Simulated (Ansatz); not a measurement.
**FPSi₂ (SMILES F[Si]1=[Si]=P1): density, localisation and related maps**

```yaml
atoms:
  - { symbol: F, position_ang: [-0.2371, -0.6721, 0.6040] }
  - { symbol: P, position_ang: [1.2665, 0.6812, -2.1190] }
  - { symbol: Si, position_ang: [0.3030, -0.7237, -0.9168] }
  - { symbol: Si, position_ang: [0.7996, -1.4240, -2.9745] }
```

Geometry: PBE0-D3(BJ)/def2-SVP.

Computed with isolated molecule in a Gaussian basis; Kohn-Sham density functional theory, functional PBE0 in Ansatz 0.2.0.

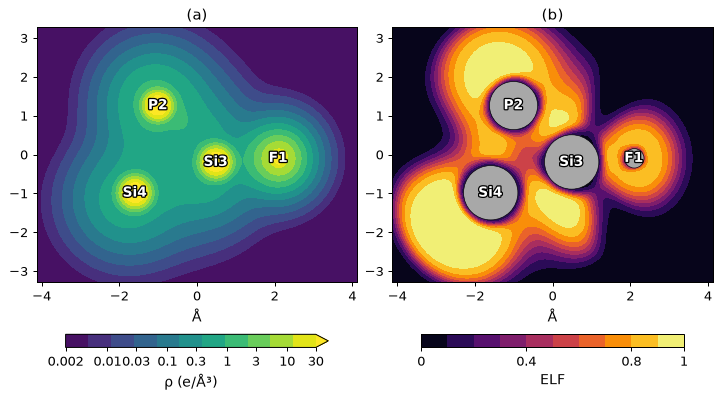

Figure 1. (a) total electron density; (b) electron localisation function on the molecular plane. Grey discs cover the atomic cores in the ELF map.

> What do the fields say about this system?

The section cuts through F, P and Si sites.
Si–F (1.61 Å): ρ at the midpoint is about 1.1 e/Å³; the ELF peaks at about 0.85 in the valence shell of F, 0.6 Å from its nucleus, and is about 0.45 at the midpoint.
Si–P (2.09 Å): the density is about 0.83 e/Å³ at the midpoint; the ELF peaks at about 0.80 between the atoms; a covalent bond.
Si–Si (2.23 Å): the density is about 0.55 e/Å³ at the midpoint; the ELF peaks at about 0.75 between the atoms.
Si–P (2.32 Å): the density is about 0.62 e/Å³ at the midpoint; the ELF peaks at about 0.85 between the atoms; localised, covalent bonding.
The ELF also peaks beside Si4, F1 and P2, away from the bonds: lone-pair regions.

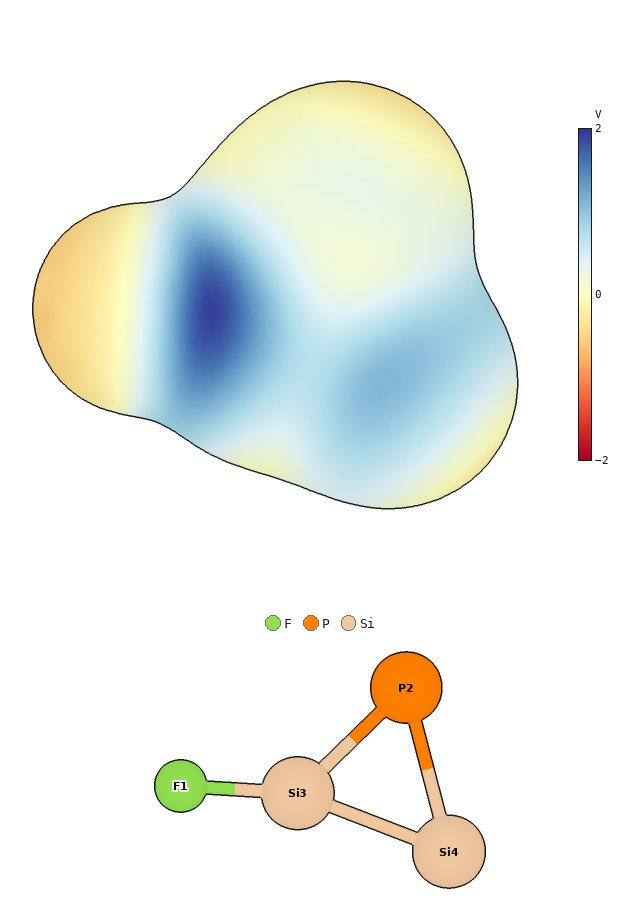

Figure 2. The molecular electrostatic potential painted on the density surface at 0.002 e/bohr³, seen across its widest extent; the colour scale runs from red (negative) to blue (positive). The bare structure is drawn below in the same view.

> Where is the surface potential most negative and most positive?

The most negative region (about −0.5 V) lies over F1, the most positive (about +1.9 V) over Si3.

> How polar is the molecule by this calculation?

Its dipole moment is 0.70 D.

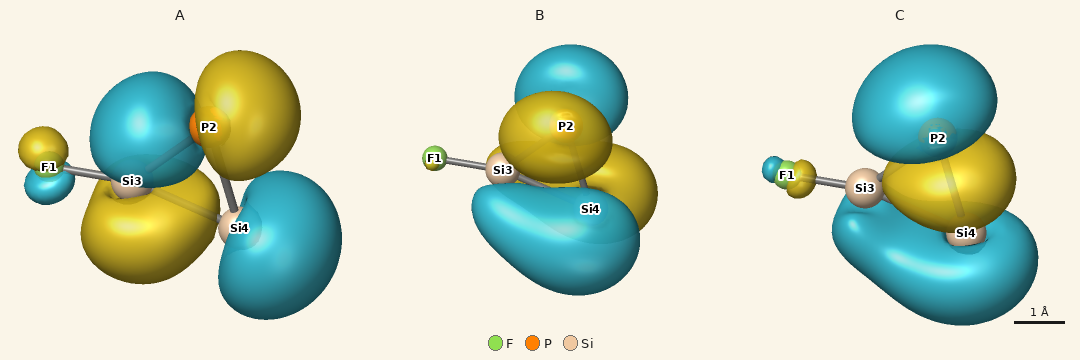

Figure 3. Three frontier orbitals at ±0.08 Å⁻³ᐟ² (yellow and cyan are the two phases), in no order.

> Order the three orbitals by energy and name them.

C is the HOMO−1 (−7.39 eV). It lies mainly on P2 (about 45 %), Si4 (about 40 %) and Si3 (about 15 %); it is symmetric in the molecular plane (an in-plane orbital: σ, lone-pair or in-plane π type). A is the HOMO (−6.56 eV). It lies mainly on Si4 (about 35 %), P2 (about 30 %) and Si3 (about 30 %); it is symmetric in the molecular plane (an in-plane orbital: σ, lone-pair or in-plane π type). B is the LUMO (−2.84 eV). It lies mainly on Si4 (about 45 %), P2 (about 40 %) and Si3 (about 15 %); it changes sign across the molecular plane (π type); π-bonding across Si3–Si4; π-antibonding (a node) across P2–Si3 and P2–Si4.

> What is the HOMO–LUMO gap?

3.72 eV between the orbital energies.

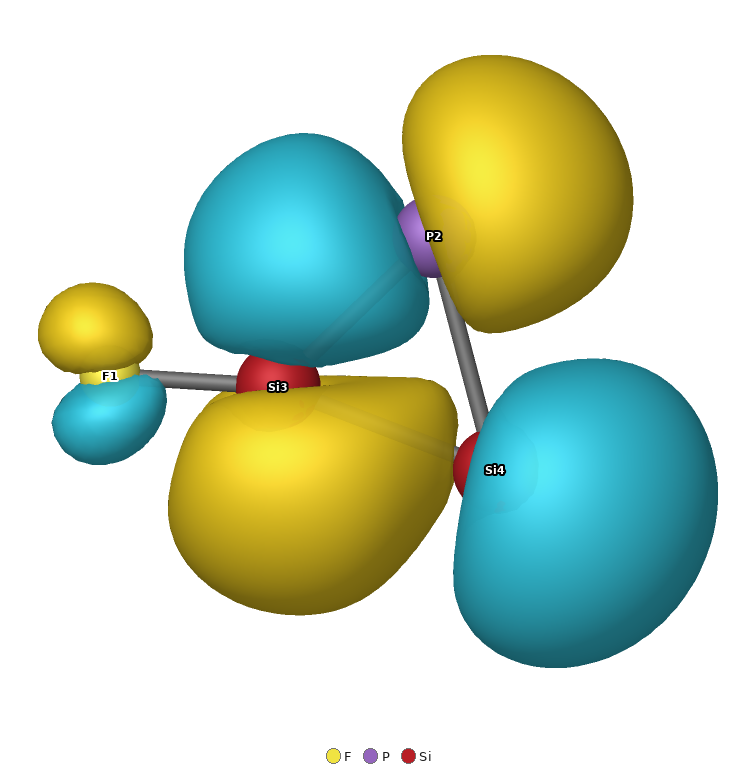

Figure 4. One frontier orbital at ±0.06 Å⁻³ᐟ² (yellow and cyan are the two phases), seen across its widest extent.

> Which orbital is it: HOMO or LUMO?

The HOMO, at −6.56 eV. It lies mainly on Si4 (about 35 %), P2 (about 30 %) and Si3 (about 30 %); it is symmetric in the molecular plane (an in-plane orbital: σ, lone-pair or in-plane π type).
